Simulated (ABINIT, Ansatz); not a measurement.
# InH (P6_3/mmc): zone-centre phonons, part 3 of 4

Wanted: the vibrations of InH (P6_3/mmc) at Γ, by two programs.

ABINIT 10.8.3; DFT LDA, scalar-relativistic, plane waves, HGH norm-conserving pseudopotentials.

So far. Step 3 (Ground state): The cell stands at -0.29 GPa: the relaxation ran with a smoothed and higher cutoff, and the difference is a stress of the finite basis. Step 4 (Zone-centre response): The acoustic modes at Γ come out as far as 1.4 cm⁻¹ from zero, where they should vanish, a small numerical error. The lowest optical mode is imaginary, 776i cm⁻¹, an instability at this level and on this k mesh. The relaxed cell has a = 3.571, c = 5.650 Å (conventional setting).

The structure was built from a prototype and need not be the compound's stable phase.

### 5. Modes with the sum rule

anaddb reads the merged derivatives and imposes the acoustic sum rule.

anaddb.abi reads:

```
ddb_filepath "gamma_DDB"
output_file "anaddb.abo"
outdata_prefix "anaddb"
asr 1
chneut 1
enunit 2
eivec 1
nph1l 1
qph1l 0.0 0.0 0.0 1.0
```

mrgddb.in reads:

```
gamma_DDB
merged
2
dfpt_gammao_DDB
gso_DDB
```

Launch:

```sh
$ mrgddb < mrgddb.in > mrgddb.log
$ OMP_NUM_THREADS=1 anaddb anaddb.abi > anaddb.log
```

anaddb.abo, the main output file:

```text
-outvars_anaddb: echo values of input variables ----------------------

 Miscellaneous information :
      enunit         2
       eivec         1
         asr         1
 First list of wavevector (reduced coord.) :
       nph1l         1
       qph1l
                     0.00000000E+00  0.00000000E+00  0.00000000E+00    1.000E+00

================================================================================

 read the DDB information and perform some checks

  ==== Info on the Cryst% object ====
 Real(R)+Recip(G) space primitive vectors, cartesian coordinates (Bohr,Bohr^-1):
 R(1)=  6.7488820  0.0000045  0.0000000  G(1)=  0.1481726  0.0855476  0.0000000
 R(2)= -3.3744449  5.8447010  0.0000000  G(2)= -0.0000001  0.1710951  0.0000000
 R(3)=  0.0000000  0.0000000 10.6776920  G(3)=  0.0000000  0.0000000  0.0936532
 Unit cell volume ucvol=  4.2118383E+02 bohr^3
 Angles (23,13,12)=  9.00000000E+01  9.00000000E+01  1.20000000E+02 degrees
 Time-reversal symmetry is present
 Reduced atomic positions [iatom, xred, symbol]:
    1)    0.3333333  0.6666667  0.2500000  In
    2)    0.6666667  0.3333333  0.7500000  In
    3)    0.6666667  0.3333333  0.2500000   H
    4)    0.3333333  0.6666667  0.7500000   H

 DDB file with 3 blocks has been read.

================================================================================

 Treat the first list of vectors

  Phonon wavevector (reduced coordinates) :  0.00000  0.00000  0.00000
 Phonon energies in Hartree :
  -3.536726E-03 -1.166189E-03 -4.006333E-04 -4.006333E-04  0.000000E+00
   0.000000E+00  0.000000E+00  3.970277E-04  2.185407E-03  2.185407E-03
   2.527881E-03  2.527881E-03
 Phonon energies in meV     :
- -9.623922E+01 -3.173361E+01 -1.090179E+01 -1.090179E+01  0.000000E+00
-  0.000000E+00  0.000000E+00  1.080367E+01  5.946795E+01  5.946795E+01
-  6.878715E+01  6.878715E+01
 Phonon frequencies in cm-1    :
- -7.762217E+02 -2.559489E+02 -8.792884E+01 -8.792884E+01  0.000000E+00
-  0.000000E+00  0.000000E+00  8.713751E+01  4.796414E+02  4.796414E+02
-  5.548058E+02  5.548058E+02
 Phonon frequencies in Thz     :
- -2.327054E+01 -7.673154E+00 -2.636040E+00 -2.636040E+00  0.000000E+00
-  0.000000E+00  0.000000E+00  2.612317E+00  1.437929E+01  1.437929E+01
-  1.663266E+01  1.663266E+01
 Phonon energies in Kelvin  :
- -1.116810E+03 -3.682533E+02 -1.265100E+02 -1.265100E+02  0.000000E+00
-  0.000000E+00  0.000000E+00  1.253714E+02  6.900970E+02  6.900970E+02
-  7.982418E+02  7.982418E+02

 Eigendisplacements
 (will be given, for each mode : in cartesian coordinates
   for each atom the real part of the displacement vector,
   then the imaginary part of the displacement vector - absolute values smaller than 1.0d-7 are set to zero)
  Mode number    1   Energy   -3.536726E-03
 Attention : low frequency mode.
   (Could be unstable or acoustic mode)
;  1  0.00000000E+00  0.00000000E+00  1.20388848E-04
;     0.00000000E+00  0.00000000E+00  0.00000000E+00
;  2  0.00000000E+00  0.00000000E+00 -1.20388848E-04
;     0.00000000E+00  0.00000000E+00  0.00000000E+00
;  3  0.00000000E+00  0.00000000E+00 -1.64462220E-02
;     0.00000000E+00  0.00000000E+00  0.00000000E+00
;  4  0.00000000E+00  0.00000000E+00  1.64462220E-02
;     0.00000000E+00  0.00000000E+00  0.00000000E+00
  Mode number    2   Energy   -1.166189E-03
 Attention : low frequency mode.
   (Could be unstable or acoustic mode)
;  1  0.00000000E+00  0.00000000E+00  1.44180580E-04
;     0.00000000E+00  0.00000000E+00  0.00000000E+00
;  2  0.00000000E+00  0.00000000E+00  1.44180580E-04
;     0.00000000E+00  0.00000000E+00  0.00000000E+00
;  3  0.00000000E+00  0.00000000E+00 -1.64244077E-02
;     0.00000000E+00  0.00000000E+00  0.00000000E+00
;  4  0.00000000E+00  0.00000000E+00 -1.64244077E-02
;     0.00000000E+00  0.00000000E+00  0.00000000E+00
  Mode number    3   Energy   -4.006333E-04
 Attention : low frequency mode.
   (Could be unstable or acoustic mode)
-  1  4.68476306E-04  1.43318823E-03  0.00000000E+00
-     0.00000000E+00  0.00000000E+00  0.00000000E+00
-  2 -4.68476306E-04 -1.43318823E-03  0.00000000E+00
-     0.00000000E+00  0.00000000E+00  0.00000000E+00
-  3  1.12636527E-03  3.44583799E-03  0.00000000E+00
-     0.00000000E+00  0.00000000E+00  0.00000000E+00
-  4 -1.12636527E-03 -3.44583799E-03  0.00000000E+00
-     0.00000000E+00  0.00000000E+00  0.00000000E+00
  Mode number    4   Energy   -4.006333E-04
 Attention : low frequency mode.
   (Could be unstable or acoustic mode)
-  1  1.43318823E-03 -4.68476306E-04  0.00000000E+00
-     0.00000000E+00  0.00000000E+00  0.00000000E+00
-  2 -1.43318823E-03  4.68476306E-04  0.00000000E+00
-     0.00000000E+00  0.00000000E+00  0.00000000E+00
-  3  3.44583799E-03 -1.12636527E-03  0.00000000E+00
-     0.00000000E+00  0.00000000E+00  0.00000000E+00
-  4 -3.44583799E-03  1.12636527E-03  0.00000000E+00
-     0.00000000E+00  0.00000000E+00  0.00000000E+00
  Mode number    5   Energy    0.000000E+00
 Attention : low frequency mode.
   (Could be unstable or acoustic mode)
-  1  0.00000000E+00  0.00000000E+00 -1.53885708E-03
-     0.00000000E+00  0.00000000E+00  0.00000000E+00
-  2  0.00000000E+00  0.00000000E+00 -1.53885708E-03
-     0.00000000E+00  0.00000000E+00  0.00000000E+00
-  3  0.00000000E+00  0.00000000E+00 -1.53885677E-03
-     0.00000000E+00  0.00000000E+00  0.00000000E+00
-  4  0.00000000E+00  0.00000000E+00 -1.53885677E-03
-     0.00000000E+00  0.00000000E+00  0.00000000E+00
  Mode number    6   Energy    0.000000E+00
 Attention : low frequency mode.
   (Could be unstable or acoustic mode)
-  1  0.00000000E+00 -1.53885709E-03  0.00000000E+00
-     0.00000000E+00  0.00000000E+00  0.00000000E+00
-  2  0.00000000E+00 -1.53885709E-03  0.00000000E+00
-     0.00000000E+00  0.00000000E+00  0.00000000E+00
-  3  0.00000000E+00 -1.53885492E-03  0.00000000E+00
-     0.00000000E+00  0.00000000E+00  0.00000000E+00
-  4  0.00000000E+00 -1.53885492E-03  0.00000000E+00
-     0.00000000E+00  0.00000000E+00  0.00000000E+00
  Mode number    7   Energy    0.000000E+00
 Attention : low frequency mode.
   (Could be unstable or acoustic mode)
-  1  1.53885709E-03  0.00000000E+00  0.00000000E+00
-     0.00000000E+00  0.00000000E+00  0.00000000E+00
-  2  1.53885709E-03  0.00000000E+00  0.00000000E+00
-     0.00000000E+00  0.00000000E+00  0.00000000E+00
-  3  1.53885492E-03  0.00000000E+00  0.00000000E+00
-     0.00000000E+00  0.00000000E+00  0.00000000E+00
-  4  1.53885492E-03  0.00000000E+00  0.00000000E+00
-     0.00000000E+00  0.00000000E+00  0.00000000E+00
  Mode number    8   Energy    3.970277E-04
;  1  0.00000000E+00  0.00000000E+00  1.54090093E-03
;     0.00000000E+00  0.00000000E+00  0.00000000E+00
;  2  0.00000000E+00  0.00000000E+00 -1.54090093E-03
;     0.00000000E+00  0.00000000E+00  0.00000000E+00
;  3  0.00000000E+00  0.00000000E+00  1.28492473E-03
;     0.00000000E+00  0.00000000E+00  0.00000000E+00
;  4  0.00000000E+00  0.00000000E+00 -1.28492473E-03
;     0.00000000E+00  0.00000000E+00  0.00000000E+00
  Mode number    9   Energy    2.185407E-03
-  1  2.14724539E-04 -2.63180449E-04  0.00000000E+00
-     0.00000000E+00  0.00000000E+00  0.00000000E+00
-  2 -2.14724539E-04  2.63180449E-04  0.00000000E+00
-     0.00000000E+00  0.00000000E+00  0.00000000E+00
-  3 -1.01735593E-02  1.24693802E-02  0.00000000E+00
-     0.00000000E+00  0.00000000E+00  0.00000000E+00
-  4  1.01735593E-02 -1.24693802E-02  0.00000000E+00
-     0.00000000E+00  0.00000000E+00  0.00000000E+00
  Mode number   10   Energy    2.185407E-03
-  1  2.63180449E-04  2.14724539E-04  0.00000000E+00
-     0.00000000E+00  0.00000000E+00  0.00000000E+00
-  2 -2.63180449E-04 -2.14724539E-04  0.00000000E+00
-     0.00000000E+00  0.00000000E+00  0.00000000E+00
-  3 -1.24693802E-02 -1.01735593E-02  0.00000000E+00
-     0.00000000E+00  0.00000000E+00  0.00000000E+00
-  4  1.24693802E-02  1.01735593E-02  0.00000000E+00
-     0.00000000E+00  0.00000000E+00  0.00000000E+00
  Mode number   11   Energy    2.527881E-03
-  1  9.18388912E-05 -1.11146784E-04  0.00000000E+00
-     0.00000000E+00  0.00000000E+00  0.00000000E+00
-  2  9.18388912E-05 -1.11146784E-04  0.00000000E+00
-     0.00000000E+00  0.00000000E+00  0.00000000E+00
-  3 -1.04618890E-02  1.26613606E-02  0.00000000E+00
-     0.00000000E+00  0.00000000E+00  0.00000000E+00
-  4 -1.04618890E-02  1.26613606E-02  0.00000000E+00
-     0.00000000E+00  0.00000000E+00  0.00000000E+00
  Mode number   12   Energy    2.527881E-03
-  1  1.11146784E-04  9.18388912E-05  0.00000000E+00
-     0.00000000E+00  0.00000000E+00  0.00000000E+00
-  2  1.11146784E-04  9.18388912E-05  0.00000000E+00
-     0.00000000E+00  0.00000000E+00  0.00000000E+00
-  3 -1.26613606E-02 -1.04618890E-02  0.00000000E+00
-     0.00000000E+00  0.00000000E+00  0.00000000E+00
-  4 -1.26613606E-02 -1.04618890E-02  0.00000000E+00
-     0.00000000E+00  0.00000000E+00  0.00000000E+00

 Analysis of degeneracies and characters (maximum tolerance=1.00E-06 a.u.)
 For each vibration mode, or group of modes if degenerate,
 the characters are given for each symmetry operation (see the list in the log file).
 Symmetry characters of vibration mode #   1
  1.0  1.0 -1.0 -1.0 -1.0 -1.0  1.0  1.0  1.0  1.0 -1.0 -1.0 -1.0 -1.0  1.0  1.0
  1.0  1.0 -1.0 -1.0 -1.0 -1.0  1.0  1.0
 Symmetry characters of vibration mode #   2
  1.0 -1.0  1.0 -1.0  1.0 -1.0  1.0 -1.0  1.0 -1.0  1.0 -1.0  1.0 -1.0  1.0 -1.0
  1.0 -1.0  1.0 -1.0  1.0 -1.0  1.0 -1.0
 Symmetry characters of vibration mode #   3
        degenerate with vibration mode #   4
  2.0  2.0 -0.0 -0.0 -1.0 -1.0  0.0  0.0 -1.0 -1.0  0.0  0.0  2.0  2.0 -0.0 -0.0
 -1.0 -1.0  0.0  0.0 -1.0 -1.0  0.0  0.0
 Symmetry characters of vibration mode #   5
       degenerate with vibration modes #   6 to    7
  3.0 -3.0  1.0 -1.0  2.0 -2.0  1.0 -1.0 -0.0  0.0  1.0 -1.0 -1.0  1.0  1.0 -1.0
 -0.0  0.0  1.0 -1.0  2.0 -2.0  1.0 -1.0
 Symmetry characters of vibration mode #   8
  1.0  1.0 -1.0 -1.0 -1.0 -1.0  1.0  1.0  1.0  1.0 -1.0 -1.0 -1.0 -1.0  1.0  1.0
  1.0  1.0 -1.0 -1.0 -1.0 -1.0  1.0  1.0
 Symmetry characters of vibration mode #   9
        degenerate with vibration mode #  10
  2.0  2.0 -0.0 -0.0 -1.0 -1.0  0.0  0.0 -1.0 -1.0 -0.0 -0.0  2.0  2.0 -0.0 -0.0
 -1.0 -1.0  0.0  0.0 -1.0 -1.0 -0.0 -0.0
 Symmetry characters of vibration mode #  11
        degenerate with vibration mode #  12
  2.0 -2.0  0.0 -0.0  1.0 -1.0  0.0 -0.0 -1.0  1.0 -0.0  0.0 -2.0  2.0 -0.0  0.0
 -1.0  1.0 -0.0  0.0  1.0 -1.0  0.0 -0.0
-
```

Wall time 0.5 s (1 thread of Arm Neoverse V1, shared host).

Numbers from this step:

- lowest optical zone-centre mode: -776.2 cm⁻¹

No LO-TO term; unit eigenvectors of the mass-weighted matrix, from anaddb's displacements. Modes at Γ, with each element's share of the kinetic energy (negative means imaginary):

```tsv
mode	frequency (cm⁻¹)	In %	H %
1	-776.2	1	99
2	-255.9	1	99
3	-87.9	95	5
4	-87.9	95	5
5	0.0	99	1
6	0.0	99	1
7	0.0	99	1
8	87.1	99	1
9	479.6	5	95
10	479.6	5	95
11	554.8	1	99
12	554.8	1	99
```

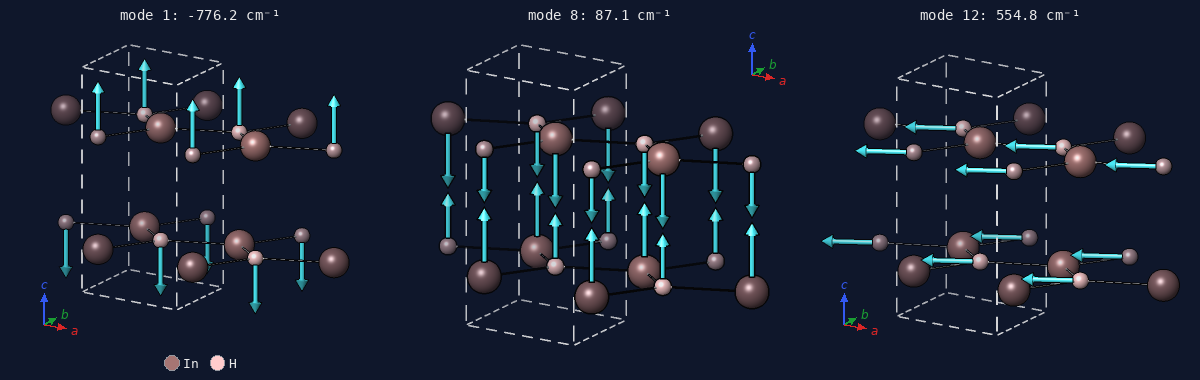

Displacement patterns of modes 1, 8 and 12 at Γ; arrows are exaggerated. 2×1×1 cells are drawn. Some periodic images of atoms are drawn too.

The rule also moves an optical mode by 0.3 cm⁻¹.

(Part 3 of 4 ends here.)

[Host names and launcher messages were left out of these logs when they were recorded.]

[Logs are printed without paths, hosts, clocks, repeated set-up lines and the standing remarks that a program may print on its own settings, such as how far it seeks lower states.]

[Hosts, paths, dates, database ids (printed as entryN), source tags and the programs' standing remarks are cut or masked in the printed files.]
